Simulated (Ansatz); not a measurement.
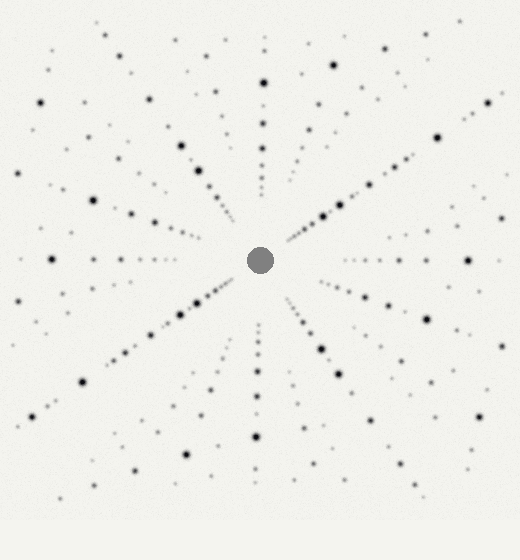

Simulated back-reflection Laue pattern (white X-rays, 0.45 to 2.2 Å, flat plate covering ±45° about the beam, kinematic intensities, seen from the source).

Q: What symmetry does the pattern show?

A: 2mm: a twofold axis with two mirror lines.

The crystal is Li₂ICl, space group P4/mmm (No. 123), a = 4.03 Å, c = 5.59 Å. Structure: the geometry relaxed with DFT PBE, scalar-relativistic, plane waves, PAW in Ansatz; the starting structure was generated, so it need not be a known form of this composition.

The direction [100] points towards the source.
